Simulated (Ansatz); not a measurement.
**Si5H10 (SMILES [SiH2]1[SiH2][SiH2][SiH2][SiH2]1): SVWN5/6-31G(d) (spherical functions)**

Aim: the electronic atomisation energy of Si5H10 at SVWN5/6-31G* (spherical functions), from 3 runs. 

The results are computed with Ansatz 0.2.0.

37 further runs of the same task are left out: 6 that didn't finish, 31 set aside as unsound or not needed.

**1. Starting point**

Si5H10 has 15 atoms, charge 0, and is taken as a singlet. SMILES: `[SiH2]1[SiH2][SiH2][SiH2][SiH2]1`. Geometry: relaxed at PBE0-D4/def2-TZVP. This is one conformer, not always the lowest.

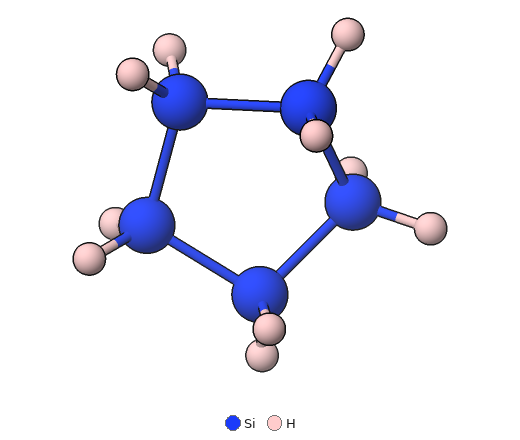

Viewed from a chosen angle; silicon blue, hydrogen pink.

**2. A single-point energy at SVWN5/6-31G(d) (spherical functions)**

The input, input.yaml:

```yaml
crystal:
  periodic: [false, false, false]
  atoms:
    - {symbol: Si, position_ang: [-1.084060, 1.459050, 0.707660]}
    - {symbol: Si, position_ang: [-0.059090, -0.250640, 1.935200]}
    - {symbol: Si, position_ang: [1.685310, -0.847370, 0.493250]}
    - {symbol: Si, position_ang: [0.606660, -0.977730, -1.585910]}
    - {symbol: Si, position_ang: [-1.132210, 0.611030, -1.483210]}
    - {symbol: H, position_ang: [-0.194180, 2.654660, 0.740620]}
    - {symbol: H, position_ang: [-2.428560, 1.852980, 1.210560]}
    - {symbol: H, position_ang: [0.385250, 0.161940, 3.294480]}
    - {symbol: H, position_ang: [-1.000910, -1.399120, 2.063570]}
    - {symbol: H, position_ang: [2.395090, -2.100510, 0.869400]}
    - {symbol: H, position_ang: [2.671440, 0.270290, 0.461680]}
    - {symbol: H, position_ang: [0.014450, -2.335600, -1.746080]}
    - {symbol: H, position_ang: [1.530020, -0.729740, -2.727130]}
    - {symbol: H, position_ang: [-0.952370, 1.690690, -2.492650]}
    - {symbol: H, position_ang: [-2.436840, -0.059940, -1.741430]}
basis:
  gaussian: {orbitals: 6-31G_st_-spherical.json}
hamiltonian: {xc: {name: SVWN5}}
accuracy: high
output: {orbitals: {seedname: orbitals}}
```

The basis set 6-31G* is read from a file made from the Basis Set Exchange's data (not shown).

The run is started by

```bash
$ ansatz run input.yaml --threads 1 --pin off --max-ram 3480MiB --events-out events.jsonl --progress --plain --runs-dir runs
```

The program printed:

```text
Warning: RAYON_NUM_THREADS=1 ignored (pool sized by the plan → 1); use --threads N
Functional definition: SVWN5
  name "SVWN5"
  exchange = slater_x
  correlation = vwn5_c
2595 factors; integrals over basis functions are off by at most 5.3e-9 eV
mean field evaluation 1: about -39386.8590 eV, gradient 2.0e1 eV
mean field evaluation 2: about -39387.4473 eV, gradient 1.9e1 eV
mean field evaluation 4: about -39388.9126 eV, gradient 6.4e-1 eV
mean field evaluation 8: about -39388.8896 eV, gradient 3.7e-2 eV
mean field evaluation 16: about -39388.8896 eV, gradient 5.6e-6 eV
mean field -39388.88959102 eV, -1447.5149937215 hartree, gradient 3.6e-8 eV, S^2 0.000000; 0 other end points of the search recorded, 0 dependent functions left out
reference -39388.88959631 eV, -1447.5149939160 hartree; 40, 40 occupied and 70, 70 virtual orbitals, 2595 factors
Total energy: -39388.88959631 eV, -1447.5149939160 hartree
```

Run time: 11 s. Hardware: 1 thread of Arm Neoverse V2, shared host; peak memory 0.36 GiB.

**3. The H atom at the same level**

The input, in.yaml:

```yaml
crystal:
  periodic: [false, false, false]
  atoms:
    - {symbol: H, position_ang: [0.000000, 0.000000, 0.000000]}
basis:
  gaussian: {orbitals: "6-31G*"}
magnetization: {spin_polarized: true, initial_magnetization: 1}
hamiltonian: {xc: {name: SVWN5}}
accuracy: high
```

The run is started by

```bash
$ ansatz run in.yaml --threads 1 --pin off --max-ram 3480MiB --events-out events.jsonl --progress --plain --runs-dir runs
```

The program printed:

```text
Warning: RAYON_NUM_THREADS=1 ignored (pool sized by the plan → 1); use --threads N
[... 4 set-up lines as earlier in the session ...]
3 factors; integrals over basis functions are off by at most 5.4e-10 eV
mean field evaluation 1: about -12.9541 eV, gradient 1.9e-1 eV
mean field evaluation 2: about -12.9535 eV, gradient 2.0e-1 eV
mean field evaluation 4: about -12.9538 eV, gradient 3.5e-6 eV
mean field evaluation 8: about -12.9538 eV, gradient 1.0e-9 eV
mean field -12.95382884 eV, -0.4760444294 hartree, gradient 8.6e-9 eV, S^2 0.750000; 0 other end points of the search recorded, 0 dependent functions left out
reference -12.95383002 eV, -0.4760444729 hartree; 1, 0 occupied and 1, 2 virtual orbitals, 3 factors
Total energy: -12.95383002 eV, -0.4760444729 hartree
```

Run time: 0.08 s. Hardware: 1 thread of Arm Neoverse V2, shared host.

**4. The Si atom, same level**

The input, in.yaml:

```yaml
crystal:
  periodic: [false, false, false]
  atoms:
    - {symbol: Si, position_ang: [0.000000, 0.000000, 0.000000]}
basis:
  gaussian:
    orbitals: 6-31G_st_-spherical.json
magnetization:
  spin_polarized: true
  initial_magnetization: 2
hamiltonian:
  xc: {name: SVWN5}
accuracy: high
```

The basis set 6-31G* is read from a file made from the Basis Set Exchange's data (not shown).

Run the same way, it converges to -288.18218 Eh (log not shown).

**5. What came out**

Level: SVWN5/6-31G* (spherical functions).

| quantity | value |
| --- | --- |
| molecule: total energy | -1447.51499 Eh |
| molecule: HOMO energy | -6.63 eV |
| molecule: LUMO energy | -1.48 eV |
| molecule: HOMO–LUMO gap | 5.15 eV |
| H atom: total energy | -0.47604 Eh |
| H atom: ⟨S²⟩ | 0.750 |
| Si atom: total energy | -288.18218 Eh |
| Si atom: ⟨S²⟩ | 2.001 |
| electronic atomisation energy | 50.168 eV |

Taking the molecule apart into free atoms costs 50.17 eV (1157 kcal/mol), before zero-point energy and without spin-orbit coupling.
